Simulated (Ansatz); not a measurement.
CsSnI3 (cubic perovskite): map of one atom of the cell

Starting cell, CsSnI3 (cubic perovskite):

```yaml
crystal:
  lattice:
    - [6.22445, 0.00000, 0.00000]
    - [0.00000, 6.22445, 0.00000]
    - [0.00000, 0.00000, 6.22445]
  atoms:
    - { symbol: Cs, position: [0.00000, 0.00000, 0.00000] }
    - { symbol: Sn, position: [0.50000, 0.50000, 0.50000] }
    - { symbol: I, position: [0.00000, 0.50000, 0.50000] }
    - { symbol: I, position: [0.50000, 0.50000, 0.00000] }
    - { symbol: I, position: [0.50000, 0.00000, 0.50000] }
```

Two-dimensional scan of atom 1 (Cs, nearest neighbour I at 4.401 Å; its periodic images, 6.2 Å or more away, move with it): u runs along (1.000, 0.000, 0.000), v along (0.000, 1.000, 0.000) (Cartesian). Cell and other atoms are fixed.

All values below come from r2SCAN (plane waves to 500 eV, PAW, scalar-relativistic; Ansatz, a first-principles code). k mesh 5×5×5 (Γ-centred), Fermi-Dirac smearing 0.05 eV. E stands for the smeared free energy. Fu and Fv are the components of the force on the atom. On this mesh the relaxed cell isn't quite at rest: it carries a pressure of -0.1 GPa (compression positive) at the zero of the scan. CsSnI3 was relaxed with its symmetry unable to fall. Spin-orbit coupling is left out, though I is heavy. This is a high-temperature form of CsSnI3. ΔE is measured from the undisplaced structure. Axes are in Å.

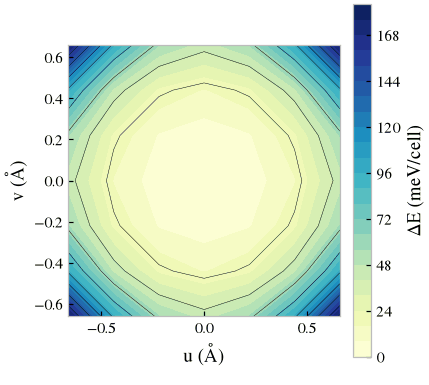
*ΔE (meV/cell) over the 7×7 grid of computed points.*

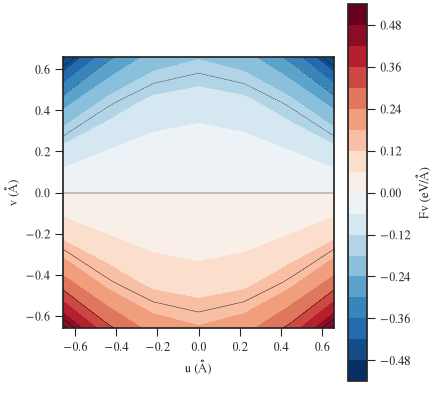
Fv (eV/Å) over the 7×7 grid of computed points.

Highest place on the grid, met at several equal points: u = -0.660 Å, v = -0.660 Å; u = 0.660 Å, v = -0.660 Å; u = -0.660 Å, v = 0.660 Å; u = 0.660 Å, v = 0.660 Å (179.4 meV/cell). Lowest place on the grid: u = 0.000 Å, v = 0.000 Å (0.0 meV/cell).

(A displaced cell: forces are minus the slopes of the energy, force constants its curvatures, and phonons follow from these.)
